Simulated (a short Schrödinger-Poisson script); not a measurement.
Structure: gated Al0.2Ga0.8As/GaAs modulation-doped gas, at 77 K.

```tsv
layer	material	thickness (nm)	Nd (cm⁻³)	Na (cm⁻³)
1	Al0.2Ga0.8As	10	-	-
2	Al0.2Ga0.8As	40	8.8e17	-
3	Al0.2Ga0.8As	20	-	-
4	GaAs	6000	-	4e14
```

Constants are typed, rounded textbook-type inputs, not results; the design itself was drawn at random and stands for no fabricated device. Al0.2Ga0.8As: permittivity 12.33, conduction-band edge (eV) 0.158, gap (eV) 1.673, electron mass (mₑ) 0.0836, Nv at 300 K (cm⁻³) 9e18. GaAs: permittivity 12.9, conduction-band edge (eV) 0, gap (eV) 1.424, Nv at 300 K (cm⁻³) 9e18.

Channel valleys (confinement mass, in-plane density-of-states mass, number): Γ 0.067, 0.067, 1. At the gate the conduction-band edge of layer 1 lies 0.91 eV − eVg above the Fermi level of the channel; the field vanishes at the back. Donor level 0.02 eV below the band edge. The barrier under the gate holds no holes. Gaps are held at their typed values at every temperature. Mesh 0.08 nm at interfaces.

From a short Schrödinger-Poisson script (our own, NumPy): 1D Poisson equation in equilibrium, electrons quantum, Hartree (BenDaniel-Duke, 40 states a valley, the channel's in-plane mass for all, wave functions free to enter the barrier), parabolic valleys, classical holes, donors ionised by Fermi statistics, acceptors fully, no traps, pinning or gate leakage.

Only gate voltages with over 1e8 electrons/cm² are shown.

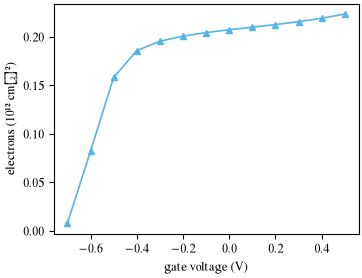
Fig. 1. Sheet density against gate voltage

| Vg (V) | electrons (cm⁻²) | in the channel layer | C (μF/cm²) | Γ E0 (meV) | Γ E1 (meV) |
|---|---|---|---|---|---|
| 0.5 | 2.23e11 | 2.05e11 | 0.414 | -4.1 | 17.1 |
| 0.3 | 2.16e11 | 2.04e11 | 0.344 | -4.0 | 17.1 |
| 0.1 | 2.10e11 | 2.03e11 | 0.300 | -3.9 | 17.2 |
| -0.1 | 2.04e11 | 1.99e11 | 0.269 | -3.7 | 17.3 |
| -0.3 | 1.95e11 | 1.91e11 | 0.242 | -3.3 | 17.6 |
| -0.5 | 1.58e11 | 1.55e11 | 0.177 | -1.2 | 19.0 |
| -0.7 | 7.96e9 | 7.89e9 | 0.0830 | 21.4 | 38.1 |

Subbands count from the Fermi level.
